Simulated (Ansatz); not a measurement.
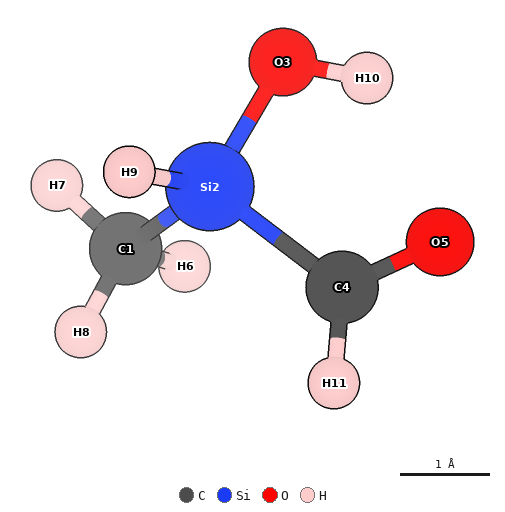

C2H6O2Si, before the relaxation. A ball-and-stick model, seen at a tilt.

The start comes from PBE-D4/def2-SVP.

All numbers below come from RKS PBE0-D4/def2-TZVP (Ansatz).

Input
```yaml
crystal:
  periodic: [false, false, false]
  atoms:
    - {symbol: C, position_ang: [-0.790714, 1.252697, 0.671727]}
    - {symbol: Si, position_ang: [0.259635, -0.293371, 0.488303]}
    - {symbol: O, position_ang: [1.890045, 0.034713, 0.270149]}
    - {symbol: C, position_ang: [-0.116353, -1.218946, -1.182448]}
    - {symbol: O, position_ang: [0.830262, -1.346847, -1.952073]}
    - {symbol: H, position_ang: [-0.681747, 1.920160, -0.206403]}
    - {symbol: H, position_ang: [-0.485263, 1.821288, 1.574089]}
    - {symbol: H, position_ang: [-1.862413, 0.987924, 0.786754]}
    - {symbol: H, position_ang: [0.014397, -1.226527, 1.646707]}
    - {symbol: H, position_ang: [2.141689, -0.363263, -0.595711]}
    - {symbol: H, position_ang: [-1.134037, -1.624929, -1.480395]}
basis:
  gaussian: {orbitals: def2-TZVP}
hamiltonian: {xc: pbe0, dispersion: d4}
relax: {f_tol: 0.005, max_steps: 150}
```

Question: What does the optimiser find from here?

Answer: The largest move after the best rigid fit is that of H10, 0.14 Å. Largest moves by element: H 0.14 Å, O 0.09 Å, Si 0.03 Å, C 0.03 Å. Among the contacts that change: Si2–O3 1.677 → 1.639 Å, Si2–C4 1.947 → 1.925 Å, O3–H10 0.986 → 0.964 Å, C1–Si2 1.878 → 1.857 Å. Bond angles that change, for instance: Si2–O3–H10 106.5° → 112.3°, O3–Si2–C4 99.7° → 103.2°. Over 8 geometry steps the energy falls by 1.89 kcal/mol. The largest force component goes from 1.1 to 0.0029 eV/Å.

History of the run:

```json
{"step": "0", "E − E(0), kcal/mol": "0.00", "largest force component, eV/Å": "1.0730"}
{"step": "1", "E − E(0), kcal/mol": "-1.42", "largest force component, eV/Å": "0.6222"}
{"step": "2", "E − E(0), kcal/mol": "-1.65", "largest force component, eV/Å": "0.3054"}
{"step": "3", "E − E(0), kcal/mol": "-1.70", "largest force component, eV/Å": "0.2576"}
{"step": "4", "E − E(0), kcal/mol": "-1.78", "largest force component, eV/Å": "0.2310"}
{"step": "5", "E − E(0), kcal/mol": "-1.88", "largest force component, eV/Å": "0.0615"}
{"step": "6", "E − E(0), kcal/mol": "-1.88", "largest force component, eV/Å": "0.0259"}
{"step": "7", "E − E(0), kcal/mol": "-1.89", "largest force component, eV/Å": "0.0134"}
{"step": "8", "E − E(0), kcal/mol": "-1.89", "largest force component, eV/Å": "0.0029"}
```

The structure at the end:

```xyz
11

C    -0.7790    1.2359    0.6569
Si    0.2654   -0.2869    0.4554
O     1.8582    0.0675    0.2956
C    -0.1439   -1.2162   -1.1800
O     0.7535   -1.3910   -1.9746
H    -0.6673    1.9078   -0.1966
H    -0.4834    1.7784    1.5583
H    -1.8350    0.9708    0.7571
H     0.0236   -1.2233    1.5880
H     2.2352   -0.3006   -0.5121
H    -1.1617   -1.5996   -1.4273
```

After the run, drawn alike:

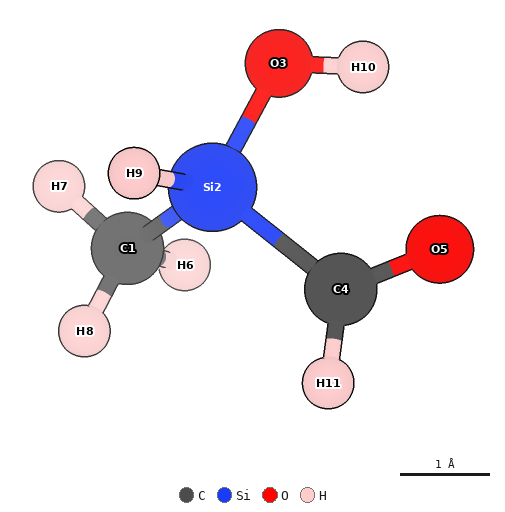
